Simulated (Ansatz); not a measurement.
# ScSI, from a guessed structure to a relaxed one

This structure for ScSI is made up. Its elements were placed in a known structure type with a cell scaled to their sizes. What cell does the guess relax to, and how far off was it?

Calculated with Ansatz 0.2.0; DFT, PBE, plane-wave PAW, files of the set soft_1, scalar-relativistic, no spin, cell and ions relaxed at zero pressure; PAW set soft_1, in the first sound run; inputs show where later runs differ.

### Step 1. The structure

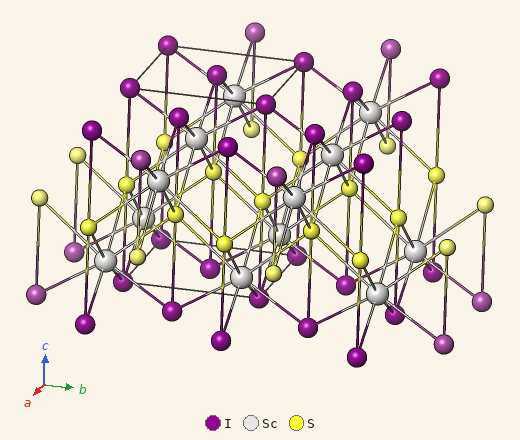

The cell as given, slightly off an axis (iodine purple, scandium white, sulfur yellow). 2×2×1 cells are drawn. Some periodic images of atoms are drawn too.

### Step 2. Relaxing cell and atoms

The guessed cell has no reason to be at equilibrium. It is relaxed with the atoms, within the space group of the guess.

File input.yaml:

```yaml
crystal:
  lattice:
    - [5.208, 0.0, 0.0]
    - [0.0, 5.208, 0.0]
    - [0.0, 0.0, 7.551]
  atoms:
    - { symbol: I, position: [0.5, 0.5, 0.0] }
    - { symbol: I, position: [0.0, 0.0, 0.0] }
    - { symbol: Sc, position: [0.5, 0.0, 0.2179] }
    - { symbol: Sc, position: [0.0, 0.5, 0.7821] }
    - { symbol: S, position: [0.5, 0.5, 0.5] }
    - { symbol: S, position: [0.0, 0.0, 0.5] }
kpoints:
  mp_grid: { grid: [5, 5, 4] }
scf:
  occupations: { method: fermi_dirac, width: 0.05 }
hamiltonian:
  xc: pbe
  pseudopotentials: { kind: paw, azcp: { folder: soft_1 } }
relax:
  f_tol: 0.015
  max_steps: 70
  cell: {}
output:
  forces: true
  stress: true
```

The run is started by

```bash
$ ansatz run input.yaml --threads 4 --pin off --max-ram 10240MiB --backend cpu --events-out ev --progress --plain --runs-dir out
```

Numbers of over 12 decimals in the logs are rounded to 6 here.

What it wrote:

```text
Engine: ansatz 0.2.0, x86_64-unknown-linux-gnu
Pseudopotentials: kind: paw
Pseudopotential: I, paw, valence charge 17, recommended cutoff 420 eV (normal), soft_1/I.paw.azcp
Pseudopotential: Sc, paw, valence charge 11, recommended cutoff 420 eV (normal), soft_1/Sc.paw.azcp
Pseudopotential: S, paw, valence charge 6, recommended cutoff 420 eV (normal), soft_1/S.paw.azcp
Functional definition: PBE
  parameter kappa = 0.804
  parameter beta = 0.066725
  exchange = pbe_x(kappa = kappa, mu = beta*pi^2/3)
  correlation = pbe_c(beta = beta)
Crystal: 6 atoms, lattice volume = 204.808 Å³
Basis set: ecut = 420 eV, 4041 PW (Γ), exchange–correlation on 72×72×108 points (8 copies of the dense FFT grid, shifted against one another)
Bands: 41, of which v1, the nominal top of the filled ones, is band 34 counted from 1 (33 counted from 0)
Symmetry: 16 space group operations
Space group: P4/nmm (ITA 129), of the structure as read, at distance tolerance 5.9e-5 Å
k-points: 18 of 100
Non-local potential: I, projectors of the file, l = 0: 2, l = 1: 2, l = 2: 2, l = 3: 1
Non-local potential: Sc, projectors of the file, l = 0: 3, l = 1: 2, l = 2: 3, l = 3: 1
Non-local potential: S, projectors of the file, l = 0: 2, l = 1: 2, l = 2: 1
PAW form: soft (Blöchl's): semilocal exchange-correlation on the pseudo side does not see the compensation charge
PAW one-centre angular grid: I, 590 points (default); XC on 64 Gauss nodes
PAW one-centre angular grid: Sc, 590 points (default); XC on 64 Gauss nodes
PAW one-centre angular grid: S, 110 points (default); XC on 64 Gauss nodes
Initial density: superposition of atomic densities (chi_scale 0.1, normalization cell, long waves kept (reshape's long-wave potential 0.04 eV rms))
Initial wavefunctions: pseudopotential atomic-orbital guess
Functional: x = pbe(κ = 0.804, μ = 0.219515), c = pbe(β = 0.066725)
SCF iter   1: F=—  HF=-21109.340312 eV  |F-HF|=—  |Δ(HF+E_count)|=         —  Δρ=8.03e-2  dr2=3.50e1  ethr=3.10e-3  ⟨swp⟩=6.3  Hψ=2907  notcnv=0
preconditioner: auto → LDOS  [metal: Δε(μ)=0.040 eV  Ē_g=4.611 eV  σ=0.050 eV  W_gap=0.19  n_scr=36 (ndim 8)  ℏωp=14.7 eV  f_vac=0.063  D(μ)=8.07/eV (n_scr^D=58)  β→1.0]
SCF iter   2: F=—  HF=-21105.652317 eV  |F-HF|=—  |Δ(HF+E_count)|=    3.69e0  Δρ=4.42e-2  dr2=5.91e0  ethr=3.10e-3  ⟨swp⟩=5.9  Hψ=2199  notcnv=0  defer=2
SCF iter   3: F=—  HF=-21104.166167 eV  |F-HF|=—  |Δ(HF+E_count)|=    1.49e0  Δρ=1.56e-2  dr2=1.09e0  ethr=3.10e-3  ⟨swp⟩=4.9  Hψ=1722  notcnv=0  defer=2
SCF iter   4: F=—  HF=-21104.139801 eV  |F-HF|=—  |Δ(HF+E_count)|=   2.64e-2  Δρ=7.48e-3  dr2=3.93e-1  ethr=1.60e-3  ⟨swp⟩=3.0  Hψ=982  notcnv=0
SCF iter   5: F=—  HF=-21104.119182 eV  |F-HF|=—  |Δ(HF+E_count)|=   2.06e-2  Δρ=1.61e-3  dr2=1.25e-2  ethr=5.78e-4  ⟨swp⟩=2.0  Hψ=857  notcnv=0
SCF iter   6: F=—  HF=-21104.117130 eV  |F-HF|=—  |Δ(HF+E_count)|=   2.05e-3  Δρ=4.37e-4  dr2=5.77e-4  ethr=1.84e-5  ⟨swp⟩=2.6  Hψ=1109  notcnv=0
SCF iter   7: F=—  HF=-21104.117415 eV  |F-HF|=—  |Δ(HF+E_count)|=   2.85e-4  Δρ=1.61e-4  dr2=6.40e-5  ethr=8.49e-7  ⟨swp⟩=3.2  Hψ=1679  notcnv=0
SCF iter   8: F=—  HF=-21104.117560 eV  |F-HF|=—  |Δ(HF+E_count)|=   1.46e-4  Δρ=6.86e-5  dr2=2.02e-5  ethr=9.41e-8  ⟨swp⟩=2.1  Hψ=1144  notcnv=0
SCF iter   9: F=—  HF=-21104.117562 eV  |F-HF|=—  |Δ(HF+E_count)|=   1.44e-6  Δρ=3.04e-5  dr2=3.35e-6  ethr=2.97e-8  ⟨swp⟩=2.1  Hψ=932  notcnv=0
SCF iter  10: F=—  HF=-21104.117562 eV  |F-HF|=—  |Δ(HF+E_count)|=   3.30e-7  Δρ=5.44e-6  dr2=1.56e-7  ethr=4.92e-9  ⟨swp⟩=2.1  Hψ=1160  notcnv=0
SCF iter  11: F=-21104.117562 eV  HF=-21104.117562 eV  |F-HF|=8.44e-10  |Δ(HF+E_count)|=   1.57e-8  Δρ=1.99e-6  dr2=6.43e-9  ethr=1.47e-10  ⟨swp⟩=5.2  Hψ=2744  notcnv=0
SCF 1 converged in 11 iterations: F = -21104.117562 eV  dr2 = 6.43e-9
  greatest PAW one-centre occupation: 0.999 electrons in one spin orbital (limit 2), on the I atom at site 1 (counted from 0), in its partial waves of l = 2
relax step   1: F+E_penalty+E_count = -21104.11756151 eV  Δ(F+E_penalty+E_count) = +0.000e0 eV  max|allowed force component| = 3.160e0 eV/Å  Δτ_max = 0.0000 Å  P = -6.214 GPa  Ω = 204.808 Å³  (11 SCF iters, dr2 threshold 1.00e-7 eV, accepted)
Crystal: 6 atoms, lattice volume = 196.119 Å³
Basis set: ecut = 420 eV, 3857 PW (Γ), exchange–correlation on 72×72×108 points (8 copies of the dense FFT grid, shifted against one another)
Initial density: handed on by an earlier stage of this run
Initial wavefunctions: those handed on with the density
iter 1 solved again at ethr=9.43e-4 eV; its pass at ethr=3.10e-3 eV (dr2=6.41e-1 eV) is discarded
SCF iter   1: F=—  HF=-21105.825692 eV  |F-HF|=—  |Δ(HF+E_count)|=         —  Δρ=1.25e-2  dr2=6.55e-1  ethr=9.43e-4  ⟨swp⟩=1.4  Hψ=4277  notcnv=0
preconditioner: auto → Resta (q_TF=auto, 2.287 Å⁻¹)  ε∞=7.0  [insulator: Δε(μ)=0.314 eV  Ē_g=6.127 eV  σ=0.050 eV  W_gap=0.91  n_scr=36 (ndim 8)  ℏωp=15.0 eV  f_vac=0.078  D(μ)=0.13/eV (n_scr^D=0)  ε∞_Penn≈7.0]
SCF iter   2: F=—  HF=-21105.777043 eV  |F-HF|=—  |Δ(HF+E_count)|=   4.86e-2  Δρ=1.06e-2  dr2=3.69e-1  ethr=9.43e-4  ⟨swp⟩=3.1  Hψ=1063  notcnv=0
preconditioner: auto → LDOS  [metal: Δε(μ)=0.029 eV  Ē_g=5.863 eV  σ=0.050 eV  W_gap=0.14  n_scr=36 (ndim 8)  ℏωp=15.0 eV  f_vac=0.080  D(μ)=1.54/eV (n_scr^D=2)  β→1.0]
SCF iter   3: F=—  HF=-21105.738455 eV  |F-HF|=—  |Δ(HF+E_count)|=   3.86e-2  Δρ=2.79e-3  dr2=1.52e-2  ethr=5.42e-4  ⟨swp⟩=2.8  Hψ=1015  notcnv=0
SCF iter   4: F=—  HF=-21105.739110 eV  |F-HF|=—  |Δ(HF+E_count)|=   6.54e-4  Δρ=6.81e-4  dr2=7.13e-4  ethr=2.23e-5  ⟨swp⟩=2.4  Hψ=1071  notcnv=0
SCF iter   5: F=—  HF=-21105.739444 eV  |F-HF|=—  |Δ(HF+E_count)|=   3.34e-4  Δρ=1.66e-4  dr2=5.85e-5  ethr=1.05e-6  ⟨swp⟩=2.1  Hψ=1152  notcnv=0
SCF iter   6: F=—  HF=-21105.739576 eV  |F-HF|=—  |Δ(HF+E_count)|=   1.32e-4  Δρ=4.66e-5  dr2=4.93e-6  ethr=8.60e-8  ⟨swp⟩=2.4  Hψ=1279  notcnv=0
SCF iter   7: F=—  HF=-21105.739581 eV  |F-HF|=—  |Δ(HF+E_count)|=   5.76e-6  Δρ=1.55e-5  dr2=1.11e-6  ethr=8.82e-10  ⟨swp⟩=5.4  Hψ=2695  notcnv=0
SCF iter   8: F=-21105.739582 eV  HF=-21105.739582 eV  |F-HF|=3.89e-8  |Δ(HF+E_count)|=   3.65e-7  Δρ=4.66e-6  dr2=4.33e-8  ethr=8.82e-10  ⟨swp⟩=5.1  Hψ=2481  notcnv=0
SCF 2 converged in 8 iterations: F = -21105.739582 eV  dr2 = 4.33e-8
relax step   2: F+E_penalty+E_count = -21105.73958169 eV  Δ(F+E_penalty+E_count) = -1.622e0 eV  max|allowed force component| = 3.093e0 eV/Å  Δτ_max = 0.1950 Å  P = -6.661 GPa  Ω = 196.119 Å³  energy of the carried Pulay correction = +3.875e-4 eV  (8 SCF iters, dr2 threshold 6.00e-7 eV, accepted)
Crystal: 6 atoms, lattice volume = 186.309 Å³
Basis set: ecut = 420 eV, 3613 PW (Γ), exchange–correlation on 72×72×108 points (8 copies of the dense FFT grid, shifted against one another)
iter 1 solved again at ethr=2.56e-4 eV; its pass at ethr=3.10e-3 eV (dr2=1.74e-1 eV) is discarded
SCF iter   1: F=—  HF=-21107.266883 eV  |F-HF|=—  |Δ(HF+E_count)|=         —  Δρ=1.01e-2  dr2=1.76e-1  ethr=2.56e-4  ⟨swp⟩=1.6  Hψ=4062  notcnv=0
preconditioner: auto → Resta (q_TF=auto, 2.306 Å⁻¹)  ε∞=7.2  [insulator: Δε(μ)=0.654 eV  Ē_g=6.205 eV  σ=0.050 eV  W_gap=1.00  n_scr=36 (ndim 8)  ℏωp=15.4 eV  f_vac=0.070  D(μ)=0.00/eV (n_scr^D=0)  ε∞_Penn≈7.2]
SCF iter   2: F=—  HF=-21107.246624 eV  |F-HF|=—  |Δ(HF+E_count)|=   2.03e-2  Δρ=5.31e-3  dr2=3.62e-2  ethr=2.56e-4  ⟨swp⟩=3.0  Hψ=1269  notcnv=0
SCF iter   3: F=—  HF=-21107.248542 eV  |F-HF|=—  |Δ(HF+E_count)|=   1.92e-3  Δρ=2.62e-3  dr2=1.86e-2  ethr=5.32e-5  ⟨swp⟩=2.6  Hψ=1279  notcnv=0
SCF iter   4: F=—  HF=-21107.248547 eV  |F-HF|=—  |Δ(HF+E_count)|=   4.29e-6  Δρ=7.27e-4  dr2=9.47e-4  ethr=2.73e-5  ⟨swp⟩=2.1  Hψ=992  notcnv=0
SCF iter   5: F=—  HF=-21107.249195 eV  |F-HF|=—  |Δ(HF+E_count)|=   6.49e-4  Δρ=1.82e-4  dr2=1.12e-4  ethr=1.39e-6  ⟨swp⟩=2.0  Hψ=988  notcnv=0
SCF iter   6: F=—  HF=-21107.249455 eV  |F-HF|=—  |Δ(HF+E_count)|=   2.60e-4  Δρ=5.05e-5  dr2=1.04e-5  ethr=1.65e-7  ⟨swp⟩=2.0  Hψ=996  notcnv=0
SCF iter   7: F=—  HF=-21107.249475 eV  |F-HF|=—  |Δ(HF+E_count)|=   1.96e-5  Δρ=1.71e-5  dr2=1.01e-6  ethr=1.53e-8  ⟨swp⟩=2.0  Hψ=1038  notcnv=0
SCF iter   8: F=-21107.249478 eV  HF=-21107.249478 eV  |F-HF|=2.13e-7  |Δ(HF+E_count)|=   2.75e-6  Δρ=5.44e-6  dr2=7.31e-8  ethr=8.82e-10  ⟨swp⟩=5.1  Hψ=2601  notcnv=0
SCF 3 converged in 8 iterations: F = -21107.249478 eV  dr2 = 7.31e-8
relax step   3: F+E_penalty+E_count = -21107.24947774 eV  Δ(F+E_penalty+E_count) = -1.510e0 eV  max|allowed force component| = 2.480e0 eV/Å  Δτ_max = 0.1992 Å  P = -6.405 GPa  Ω = 186.309 Å³  energy of the carried Pulay correction = +8.457e-4 eV  (8 SCF iters, dr2 threshold 6.00e-7 eV, accepted)
[...]
relax step   4: F+E_penalty+E_count = -21108.43160678 eV  Δ(F+E_penalty+E_count) = -1.182e0 eV  max|allowed force component| = 1.475e0 eV/Å  Δτ_max = 0.1991 Å  P = -4.628 GPa  Ω = 174.305 Å³  energy of the carried Pulay correction = +1.439e-3 eV  (7 SCF iters, dr2 threshold 6.00e-7 eV, accepted)
[...]
relax step   5: F+E_penalty+E_count = -21108.96231452 eV  Δ(F+E_penalty+E_count) = -5.307e-1 eV  max|allowed force component| = 1.200e-1 eV/Å  Δτ_max = 0.1981 Å  P = +0.019 GPa  Ω = 159.679 Å³  energy of the carried Pulay correction = +2.215e-3 eV  (8 SCF iters, dr2 threshold 6.00e-7 eV, accepted)
[...]
relax step   6: F+E_penalty+E_count = -21108.97292491 eV  Δ(F+E_penalty+E_count) = -1.061e-2 eV  max|allowed force component| = 2.231e-2 eV/Å  Δτ_max = 0.0166 Å  P = -0.020 GPa  Ω = 159.587 Å³  energy of the carried Pulay correction = +2.220e-3 eV  (6 SCF iters, dr2 threshold 6.00e-7 eV, accepted)
[...]
relax step   7: F+E_penalty+E_count = -21108.97305194 eV  Δ(F+E_penalty+E_count) = -1.270e-4 eV  max|allowed force component| = 2.233e-3 eV/Å  Δτ_max = 0.0034 Å  P = +0.012 GPa  Ω = 159.505 Å³  energy of the carried Pulay correction = +2.224e-3 eV  (5 SCF iters, dr2 threshold 3.11e-8 eV, accepted)
Basis set: ecut = 420 eV, 3059 PW (Γ), exchange–correlation on 72×72×96 points (8 copies of the dense FFT grid, shifted against one another)
Initial wavefunctions: pseudopotential atomic-orbital guess (no wavefunctions were taken with the density)
iter 1 solved again at ethr=1.70e-7 eV; its pass at ethr=3.10e-3 eV (dr2=1.15e-4 eV) is discarded
SCF iter   1: F=—  HF=-21108.970795 eV  |F-HF|=—  |Δ(HF+E_count)|=         —  Δρ=1.28e-4  dr2=3.62e-6  ethr=1.70e-7  ⟨swp⟩=4.2  Hψ=5274  notcnv=0
preconditioner: auto → Resta (q_TF=auto, 2.367 Å⁻¹)  ε∞=7.0  [insulator: Δε(μ)=0.123 eV  Ē_g=6.794 eV  σ=0.050 eV  W_gap=0.54  n_scr=36 (ndim 8)  ℏωp=16.6 eV  f_vac=0.055  D(μ)=0.60/eV (n_scr^D=0)  ε∞_Penn≈7.0]
SCF iter   2: F=—  HF=-21108.970889 eV  |F-HF|=—  |Δ(HF+E_count)|=   9.34e-5  Δρ=6.64e-5  dr2=9.89e-7  ethr=5.32e-9  ⟨swp⟩=2.0  Hψ=1216  notcnv=0
SCF iter   3: F=—  HF=-21108.970894 eV  |F-HF|=—  |Δ(HF+E_count)|=   5.13e-6  Δρ=9.61e-6  dr2=1.75e-7  ethr=1.45e-9  ⟨swp⟩=2.1  Hψ=1324  notcnv=0
SCF iter   4: F=—  HF=-21108.970894 eV  |F-HF|=—  |Δ(HF+E_count)|=   8.64e-9  Δρ=3.07e-6  dr2=6.73e-9  ethr=2.58e-10  ⟨swp⟩=2.1  Hψ=969  notcnv=0
SCF iter   5: F=—  HF=-21108.970894 eV  |F-HF|=—  |Δ(HF+E_count)|=   1.28e-8  Δρ=6.12e-7  dr2=1.20e-9  ethr=9.90e-12  ⟨swp⟩=2.0  Hψ=1045  notcnv=0
SCF iter   6: F=—  HF=-21108.970894 eV  |F-HF|=—  |Δ(HF+E_count)|=   1.96e-9  Δρ=2.94e-7  dr2=3.45e-10  ethr=1.77e-12  ⟨swp⟩=2.0  Hψ=973  notcnv=0
SCF iter   7: F=-21108.970894 eV  HF=-21108.970894 eV  |F-HF|=1.46e-11  |Δ(HF+E_count)|=  8.66e-10  Δρ=1.18e-7  dr2=4.40e-11  ethr=1.00e-12  ⟨swp⟩=3.7  Hψ=2867  notcnv=0
SCF 8 converged in 7 iterations: F = -21108.970894 eV  dr2 = 4.40e-11
relax step   8: F+E_penalty+E_count = -21108.97089404 eV  Δ(F+E_penalty+E_count) = +2.158e-3 eV  max|allowed force component| = 2.367e-3 eV/Å  Δτ_max = 0.0000 Å  P = +0.008 GPa  Ω = 159.505 Å³  stress off target by 1.10e-2 GPa  SCF on the basis re-selected at this cell (its energy is not comparable with the rows above)  (7 SCF iters)
basis re-selected at this cell: Δ(F+E_penalty+E_count) = +2.158e-3 eV, ΔP = -0.003 GPa vs the last step (what re-selecting the basis moved, of the pressure what is left beyond the Pulay correction that the steps carried, after the strain that the cell walked since its last selection, with what the two solves' SCF thresholds leave and, on support functions, any second-order correction that the steps lacked; it is no measure of the basis error at this ecutwfc). The dense FFT grid was sized anew with the basis: this SCF ran on 36×36×48 points, the steps before it on 36×36×54, so part of this shift can come from that change (see relax.cell in the input reference). [rest of the remark cut]
SCF converged after 7 iterations
Free energy (F): -21108.970894 eV
Harris-Foulkes:  -21108.970894 eV  (|F-HF|=1.46e-11)
Internal energy: -21108.965424 eV  (E = F + TS)
E sigma→0 (E₀):  -21108.968159 eV
Entropy (-TS):   -0.005470 eV (-0.912 meV/atom)
Fermi energy:    8.646697 eV
--- Per-component energies (eV) ---
  E_band       = -1069.135992
  E_kinetic    = 942.653904
  E_local      = -6348.544327  (includes V_loc(G=0)·N_el)
  E_nonlocal   = 582.096004
  E_hartree    = 2686.956007
  E_xc         = -567.176815
  E_vxc        = -600.850843  (∫ρ·V_xc dr)
  E_paw        = -12763.322528  (= ΣΔE_a)
  E_vpaw       = -1018.397764  (= ΣTr[D̂ρ^β])
  E_aug_tail   = -0.004866  (compensation charges beyond the density's cutoff)
  E_ewald      = -5641.622802
  E_smearing   = -0.005470  (= −TS)
  E_closure    = 0.000000  (closes the sum)
  Σ components = -21108.970894   (vs F -21108.970894, Δ=0.00e0)
--- Forces (eV/Å), atoms counted from 1 ---
  atom   1  I      0.00000000     0.00000000    -0.00000000
  atom   2  I      0.00000000     0.00000000     0.00000000
  atom   3  Sc     0.00000000     0.00000000     0.00236686
  atom   4  Sc     0.00000000     0.00000000    -0.00236686
  atom   5  S      0.00000000     0.00000000     0.00000000
  atom   6  S      0.00000000     0.00000000     0.00000000
  max |Σ_I F_I| component: 4.16e-17 eV/Å
--- Stress (GPa, compression-positive) ---
        0.007100       0.000000       0.000000
        0.000000       0.007100       0.000000
        0.000000       0.000000       0.011030
  P = ⅓ Tr σ = 0.0084 GPa (0.084 kbar)
--- Relaxed structure (7 steps of the walk, 7 accepted, 1 SCFs on fresh bases) ---
  F+E_penalty+E_count = -21108.97089404 eV   max|allowed force component| = 2.367e-3 eV/Å   (the final SCF, on the basis selected at the relaxed cell)
  cell:  # Å, volume = 159.5045 Å³
    - [4.831665, 0, 0.0]
    - [0, 4.831665, 0.0]
    - [0.0, 0.0, 6.832495]
  atoms:
    - { symbol: I, position: [0.5, 0.5, 0] }
    - { symbol: I, position: [0, 0, 0] }
    - { symbol: Sc, position: [0.5, 0, 0.325358] }
    - { symbol: Sc, position: [0, 0.5, 0.674642] }
    - { symbol: S, position: [0.5, 0.5, 0.500000] }
    - { symbol: S, position: [0, 0, 0.500000] }
```

Run time: 6.5 s. Hardware: 4 threads of AMD EPYC 9B45 (Zen 5), shared host; peak memory 0.68 GiB.

Step by step:

```tsv
step	energy less that of the first step (eV)	largest force component (eV/Å)	pressure (GPa)	volume (Å³)
1	0.0000	3.1596	-6.21	204.81
2	-1.6220	3.0931	-6.66	196.12
3	-3.1319	2.4804	-6.40	186.31
4	-4.3140	1.4747	-4.63	174.31
5	-4.8448	0.1200	0.02	159.68
6	-4.8554	0.0223	-0.02	159.59
7	-4.8555	0.0022	0.01	159.50
8*	-4.8533	0.0024	0.01	159.50
```

Relaxation steps marked * repeat the geometry before them on a plane-wave basis chosen anew for their cell, so energy and pressure can jump there.

The run keeps the 16 symmetry operations that it works with, so distortions that break them were not tested.

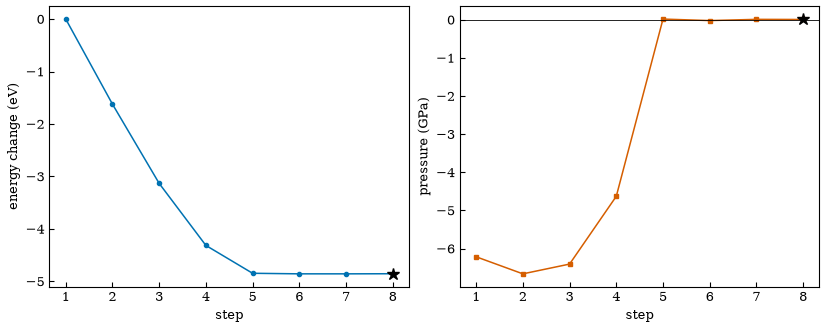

Energy and pressure along the relaxation. Stars mark steps on a basis chosen anew.

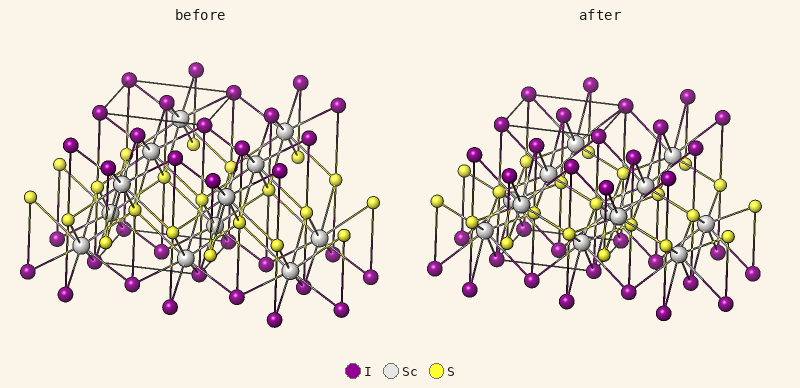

The structure before and after the relaxation, drawn at the same scale.

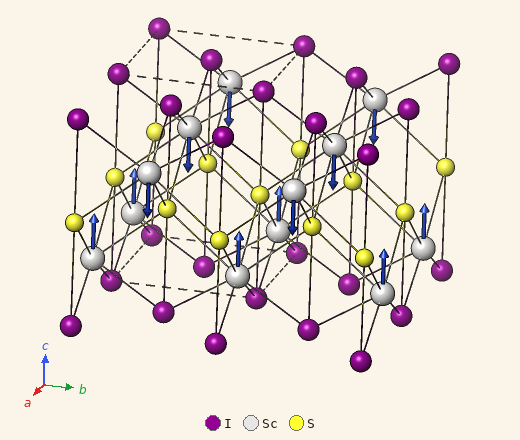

Displacements in the relaxation, exaggerated, measured against the changing cell; the longest in the cell stands for 0.73 Å. 2×2×1 cells are drawn. Some periodic images of atoms are drawn too.

```tsv
conventional cell, symmetrised	before	after	change
a (Å)	5.208	4.832	-7.2 %
b (Å)	5.208	4.832	-7.2 %
c (Å)	7.551	6.832	-9.5 %
volume (Å³/atom)	34.13	26.58	-22.1 %
```

The atoms that moved most (Å, as changes of fractional coordinates times the final cell):

```tsv
atom	dx	dy	dz	length
Sc4	0.000	0.000	-0.734	0.734
Sc3	0.000	0.000	0.734	0.734
```

Final coordinates:

```xyz
6
Lattice="4.8317 0.0000 0.0000 0.0000 4.8317 0.0000 0.0000 0.0000 6.8325" Properties=species:S:1:pos:R:3 pbc="T T T"
I     2.4158    2.4158    0.0000
I     0.0000    0.0000    0.0000
Sc    2.4158    0.0000    2.2230
Sc    0.0000    2.4158    4.6095
S     2.4158    2.4158    3.4162
S     0.0000    0.0000    3.4162
```

This step gave:

```yaml
free_energy: -21108.9709 eV
energy_at_zero_smearing: -21108.9682 eV
smearing_term_ts: 0.005470 eV
fermi_energy: 8.647 eV
gap_by_band_count: 0.1227 eV
electrons: 68
symmetry_operations: 16
pressure: 0.008410 GPa
```

Shortest distances by pair of elements, guess and relaxed (not always the same contact):

```tsv
pair	guess (Å)	relaxed (Å)
S–Sc	3.364	2.694
I–Sc	3.080	3.283
I–S	3.776	3.416
I–I	3.683	3.417
S–S	3.683	3.417
```

The relaxation ends with a largest force component of 0.0024 eV/Å and a pressure of 0.01 GPa.

[end of part 1 of 2]

[Logs are printed without paths, hosts, clocks, repeated set-up lines and the standing remarks that a program may print on its own settings, such as how far it seeks lower states.]

[Hosts, paths, dates, database ids (printed as entryN), source tags and the programs' standing remarks are cut or masked in the printed files.]
